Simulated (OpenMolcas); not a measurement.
# LiCl (SMILES [Li][Cl]) at CCSD(T)/6-31G(d,p) (spherical functions)

Aim: the vertical ionisation energy of LiCl at CCSD(T)/6-31G** (spherical functions), from 2 runs. 

Program for the calculation: OpenMolcas 26.06.

### 1 The system as given

LiCl: 2 atoms, total charge 0, spin state singlet. SMILES: `[Li][Cl]`. The shape comes from GFN2-xTB, which is rough for such elements, and wasn't checked as a minimum.

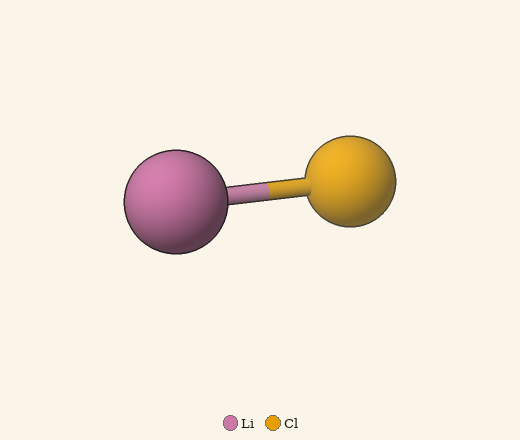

Viewed from a chosen angle; lithium pink, chlorine amber.

### 2 A single-point energy at CCSD(T)/6-31G(d,p) (spherical functions)

job.input reads:

```
* ClLi CCSD(T)

&GATEWAY
 BasLib = $CurrDir
 Coord
 2
 bohr
 Li     1.57366943    -0.56206124     0.79100156
 Cl    -1.57366943     0.56206124    -0.79100156
 Basis = 6-31Gss
 Group = NoSym

&SEWARD

&SCF
 PrOrbitals = 0

&RASSCF
 FileOrb = $Project.ScfOrb
 Spin = 1
 Nactel = 0 0 0
 Inactive = 10
 Ras2 = 0
 OutOrbitals = Canonical
 OrbListing = Nothing

&MOTRA
 JobIph
 Frozen = 5

&CCSDT
 CCT
 Triples = 2
 Iterations = 50
 Extrapolation = 5 4
```

The basis set 6-31G** is read from a file made from the Basis Set Exchange's data (not shown).

The run is started by

```console
export MOLCAS_MEM=1860
pymolcas job.input > job.log
```

Standard output, shortened:

```text
--- Start Module: gateway ---
[...]
--- Stop Module: gateway /rc=_RC_ALL_IS_WELL_ ---
[...]
      Basis functions           32
[...]
       Convergence after   9 Iterations
[...]
::    Total SCF energy                               -467.0052866229
[...]
      Total spin, S                                     0.0000000000
[...]
      Number of active orbitals                  0
[...]
      Spin quantum number                      0.0
[...]
      Active orbitals                            0
[...]
      Number of CSFs                             1
[...]
      Number of root(s) required                 1
[...]
      Convergence after  4 iterations
[...]
      Natural orbitals and occupation numbers for root  1
      ************************************************************************************************************************
      *                                                    Final results                                                     *
      ************************************************************************************************************************
[...]
::    RASSCF root number  1 Total energy:   -467.00528662
[...]
      Total electronic charge=   20.000000
      Total            charge=   -0.000000
[...]
      Dipole Moment (debye):
      Origin of the operator (angstrom)=   -0.5544    0.1980   -0.2787
                   X=  6.0968E+00               Y= -2.1776E+00               Z=  3.0646E+00           Total=  7.1627E+00
      Quadrupole Moment (debye*angstrom):
[...]
--- Start Module: motra ---
[...]
      *** WARNING: Default frozen orbitals is overwritten by user input.
      *** Default values:   6
[...]
--- Stop Module: motra /rc=_RC_ALL_IS_WELL_ ---
--- Start Module: ccsdt ---
[...]
      Convergence after                    13  Iterations
      Total energy (diff) :    -467.15381906      -0.00000006
[...]
 METHOD                       : CCSD+T(CCSD)+<T3(1)WT1> = CCSD(T)
[...]
       CCSD     =      -467.1538190605284
[...]
--- Stop Module: ccsdt /rc=_RC_ALL_IS_WELL_ ---
[...]
```

Run time: 2.6 s. Hardware: 1 thread of Arm Neoverse V1, shared host; peak memory 0.37 GiB.

### 3 The doublet cation at the same level

job.inp reads:

```
* ClLi CCSD(T)
&GATEWAY
BasLib=$CurrDir
Coord
2
bohr
Li     1.57366943    -0.56206124     0.79100156
Cl    -1.57366943     0.56206124    -0.79100156
Basis=6-31Gss
Group=NoSym
&SEWARD
&SCF
UHF
Charge=1
Spin=2
PrOrbitals=0
&RASSCF
FileOrb=$Project.UnaOrb
Spin=2
Nactel=1 0 0
Inactive=9
Ras2=1
OutOrbitals=Canonical
OrbListing=Nothing
&MOTRA
JobIph
Frozen=5
&CCSDT
CCT
Triples=3
Iterations=50
Extrapolation=5 4
```

The basis set 6-31G** is read from a file made from the Basis Set Exchange's data (not shown).

The run is started by

```console
export MOLCAS_MEM=1860
pymolcas job.inp > job.log
```

Standard output, shortened:

```text
--- Start Module: gateway ---
[...]
--- Stop Module: gateway /rc=_RC_ALL_IS_WELL_ ---
[...]
      Basis functions           32
[...]
       Convergence after  19 Iterations
[...]
::    Total SCF energy                               -466.6748267446
[...]
      Total spin, S                                     0.5026851865
[...]
      Number of active orbitals                  1
[...]
      Spin quantum number                      0.5
[...]
      Active orbitals                            1
[...]
      Number of CSFs                             1
[...]
      Number of root(s) required                 1
[...]
      Convergence after  7 iterations
[...]
      printout of CI-coefficients larger than  0.05 for root  1
      energy=    -466.670964
      conf/sym  1     Coeff  Weight
             1  u   1.00000 1.00000
      Natural orbitals and occupation numbers for root  1
      sym 1:   1.000000
      ************************************************************************************************************************
      *                                                    Final results                                                     *
[...]
::    RASSCF root number  1 Total energy:   -466.67096371
[...]
      Total electronic charge=   19.000000
      Total            charge=    1.000000
[...]
      Dipole Moment (debye):
      Origin of the operator (angstrom)=   -0.5544    0.1980   -0.2787
                   X=  5.5947E+00               Y= -1.9982E+00               Z=  2.8122E+00           Total=  6.5728E+00
      Center of Charge (angstrom)
[...]
--- Start Module: motra ---
[...]
      *** WARNING: Default frozen orbitals is overwritten by user input.
      *** Default values:   6
[...]
--- Stop Module: motra /rc=_RC_ALL_IS_WELL_ ---
--- Start Module: ccsdt ---
[...]
      Convergence after                    12  Iterations
      Total energy (diff) :    -466.79970350      -0.00000004
[...]
 METHOD                       : CCSD+T(CCSD)+<T3(1)WT1>+<T3(1)UT2> = CCSD(T)
[...]
       CCSD     =      -466.7997035013842
[...]
--- Stop Module: ccsdt /rc=_RC_ALL_IS_WELL_ ---
[...]
```

Wall time 3.3 s (1 thread of Arm Neoverse V1, shared host); peak memory 0.37 GiB.

### 4 What came out

At CCSD(T)/6-31G** (spherical functions), 5 core orbitals frozen:

| quantity | value |
| --- | --- |
| singlet LiCl: total energy | -467.15669 Eh |
| singlet LiCl: dipole moment (mean-field density) | 7.16 D |
| singlet LiCl: HOMO energy (Hartree–Fock orbitals) | -10.40 eV |
| singlet LiCl: LUMO energy (Hartree–Fock orbitals) | -0.09 eV |
| singlet LiCl: HOMO–LUMO gap (Hartree–Fock orbitals) | 10.31 eV |
| singlet LiCl: correlation energy (5 core orbitals frozen) | -151.4 mEh |
| singlet LiCl: (T) correction | -2.87 mEh |
| doublet cation: total energy | -466.80155 Eh |
| doublet cation: (T) correction | -1.85 mEh |
| vertical ionisation energy (to the doublet cation) | 9.664 eV |

What this shows: Removing an electron at fixed nuclei costs 9.66 eV (223 kcal/mol). The triples (singlet LiCl) make up 1.9 % of the correlation energy.
